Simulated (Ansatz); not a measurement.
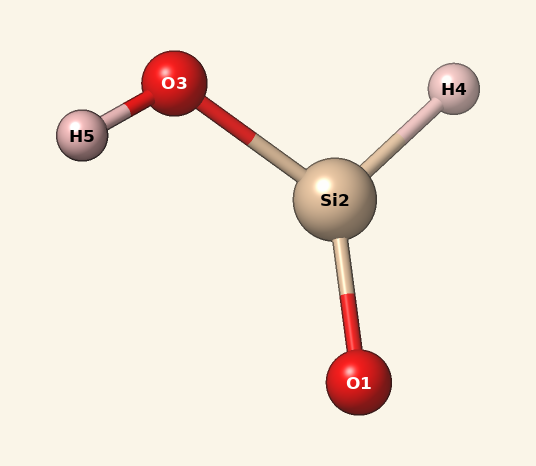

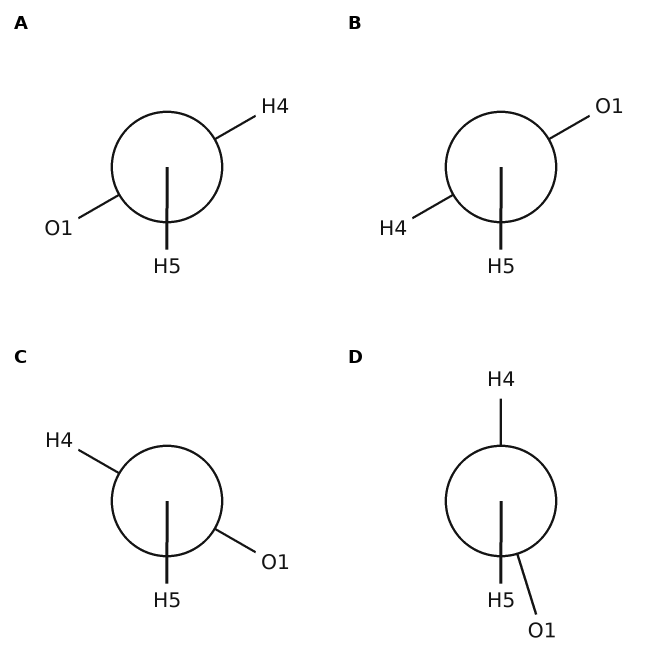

Atoms fade into the background with distance from the viewer. Bonds that would overlap in a projection are set slightly apart. The computed structure is the end point of a PBE0-D4/def2-TZVP optimisation. No frequency run is at hand to confirm it as a minimum.

Which Newman projection shows the view along O3–Si2, with O3 in front?

D. The torsion angle H5–O3–Si2–O1 is 0°, synperiplanar (eclipsed).
